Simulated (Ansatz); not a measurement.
# Single-point calculation of C$_{3}$H$_{9}$FSi

C$_{3}$H$_{9}$FSi, SMILES CC(F)C[SiH3], computed with RKS PBE0-D4/def2-TZVPP (Ansatz 0.2.0).

The geometry comes from this level: PBE0-D4/def2-TZVP.

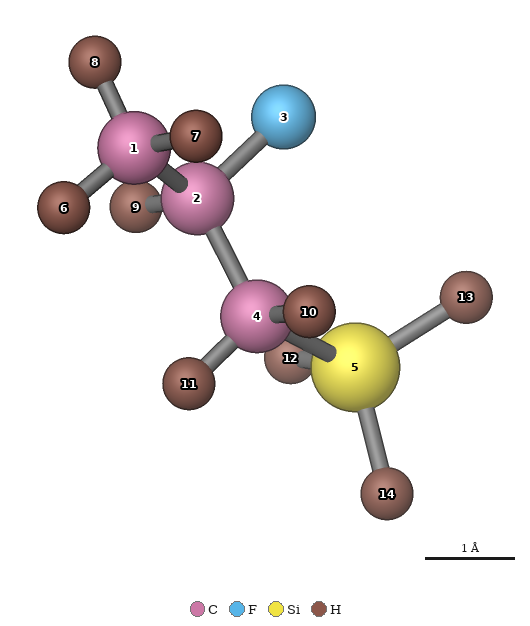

Figure 1. The structure (ball-and-stick view, seen at a tilt; atoms are numbered from 1 in the order of the input). Bond lengths as drawn: C–C 1.51 Å, C–F 1.40 Å, C–H 1.09 to 1.10 Å, C–Si 1.88 Å and H–Si 1.48 to 1.49 Å.

### Input file
```yaml
crystal:
  periodic: [false, false, false]
  atoms:
    - {symbol: C, position_ang: [-1.752711, 0.814021, 0.758206]}
    - {symbol: C, position_ang: [-0.353635, 0.712517, 0.205788]}
    - {symbol: F, position_ang: [0.538280, 1.088902, 1.215051]}
    - {symbol: C, position_ang: [0.024213, -0.671364, -0.278215]}
    - {symbol: Si, position_ang: [1.848628, -0.855854, -0.713813]}
    - {symbol: H, position_ang: [-2.482145, 0.563852, -0.015386]}
    - {symbol: H, position_ang: [-1.880836, 0.120269, 1.592247]}
    - {symbol: H, position_ang: [-1.955143, 1.826995, 1.110433]}
    - {symbol: H, position_ang: [-0.213118, 1.439170, -0.603401]}
    - {symbol: H, position_ang: [-0.240237, -1.415606, 0.481264]}
    - {symbol: H, position_ang: [-0.566459, -0.907856, -1.169548]}
    - {symbol: H, position_ang: [2.269594, 0.267121, -1.595286]}
    - {symbol: H, position_ang: [2.709593, -0.877728, 0.494147]}
    - {symbol: H, position_ang: [2.040974, -2.133539, -1.452689]}
basis:
  gaussian: {orbitals: def2-TZVPP}
hamiltonian: {xc: pbe0, dispersion: d4}
output: {orbitals: {seedname: orbitals}}
```

Run on 4 threads of Intel Xeon @ 2.80GHz, 23 GiB of memory available, shared host.

Command:
```bash
ansatz run in.yaml --threads 4 --pin off --events-out ev --progress --plain --max-ram 10444MiB
```

### What the program printed
```
Functional definition: PBE0
  name "PBE0"
  cite "Adamo & Barone, J. Chem. Phys. 110, 6158 (1999) doi:10.1063/1.478522"
  cite "Perdew, Burke & Ernzerhof, Phys. Rev. Lett. 77, 3865 (1996) doi:10.1103/PhysRevLett.77.3865"
  parent pbe
  parameter a = 0.25
  parameter kappa = 0.804
  parameter beta = 0.06672455060314922
  exchange = (1 - a)*pbe_x(kappa = kappa, mu = beta*pi^2/3) + a*exact_x
  correlation = pbe_c(beta = beta)
1518 factors; their error is unknown
mean field evaluation 1: about -13837.3848 eV, gradient 5.9e1 eV
mean field evaluation 2: about -13834.7621 eV, gradient 6.4e1 eV
mean field evaluation 4: about -13845.1348 eV, gradient 3.4e0 eV
mean field evaluation 8: about -13845.1516 eV, gradient 4.3e-2 eV
mean field evaluation 16: about -13845.1614 eV, gradient 3.0e-5 eV
mean field -13845.16139684 eV, -508.8002967465 hartree, gradient 3.0e-5 eV, S^2 0.000000; 0 other end points of the search recorded, 0 dependent functions left out
reference -13845.16143238 eV, -508.8002980525 hartree; 25, 25 occupied and 267, 267 virtual orbitals, 1518 factors
Total energy: -13845.38481879 eV, -508.8085073515 hartree
```

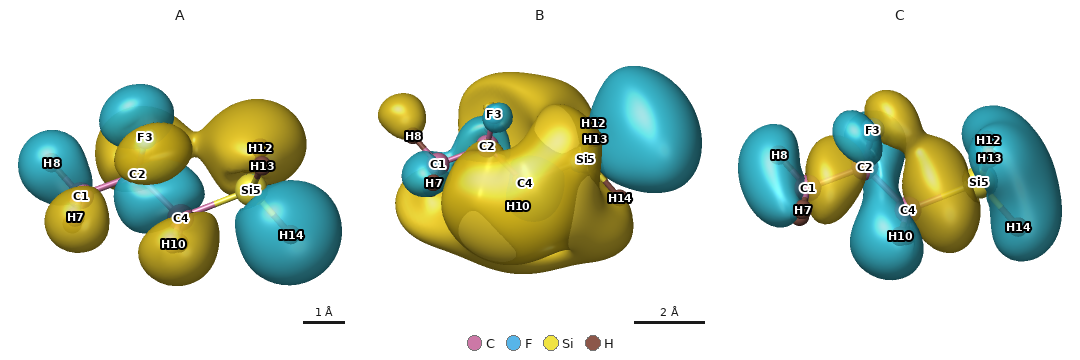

Figure 2. Three frontier orbitals at ±0.05 Å⁻³ᐟ² (yellow and cyan are the two phases). A is the HOMO−1 (−9.24 eV). Its weight (Hirshfeld) is mainly on F3 (15 %), Si5 (15 %), C2 (15 %), H14 (15 %) and C4 (10 %). C is the HOMO (−8.80 eV). It lies mainly on C4 (30 %), Si5 (20 %), C1 (10 %) and C2 (10 %). B is the LUMO (0.71 eV). It lies mainly on Si5 (35 %), H11 (10 %) and C4 (10 %). The HOMO–LUMO gap is 9.51 eV between the orbital energies.

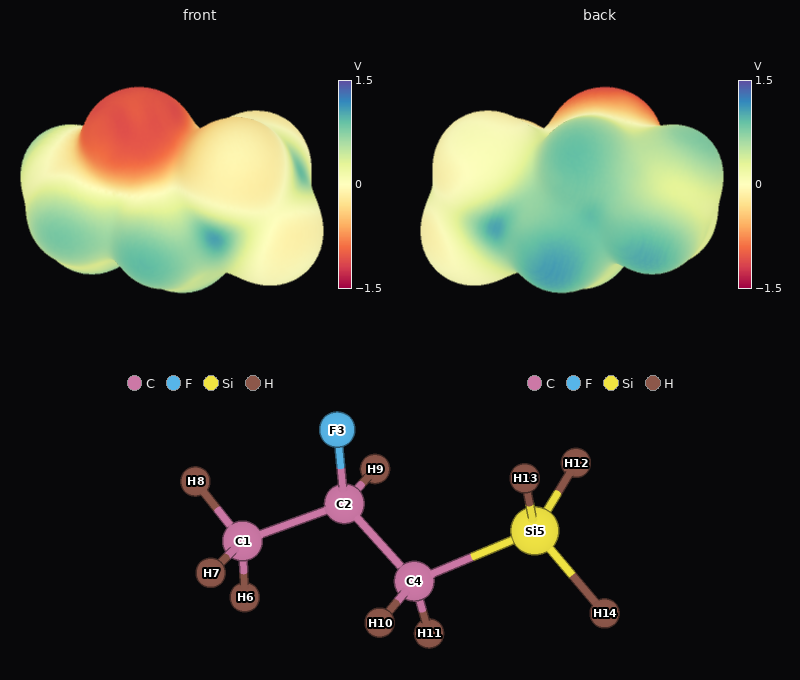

Figure 3. The electrostatic potential painted on the density surface at 0.002 e/bohr³, seen at a tilt and from behind; red is negative and blue positive. The bare structure is drawn below in the same view. A positive charge is drawn to the negative regions and a negative charge to the positive ones.

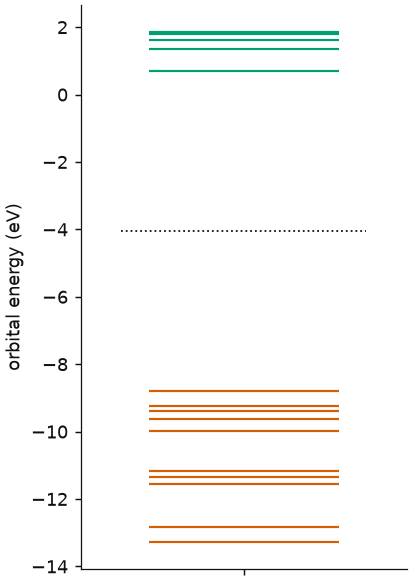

Figure 4. Orbital energies near the frontier; the dotted line parts filled from empty levels, and levels within 0.02 eV of each other stand side by side. Highest filled −8.80 eV, lowest empty 0.71 eV, 9.51 eV apart.

### Results in brief

- outcome: converged
- total energy: −13845.3848 eV
- mean-field energy: −13845.1614 eV
- dispersion energy: −0.2234 eV
- SCF solution under orbital rotations: stable
- HOMO: −8.80 eV
- LUMO: 0.71 eV
- wall time: 3.6 s (CPU time 13 s)
- peak memory: 0.78 GiB
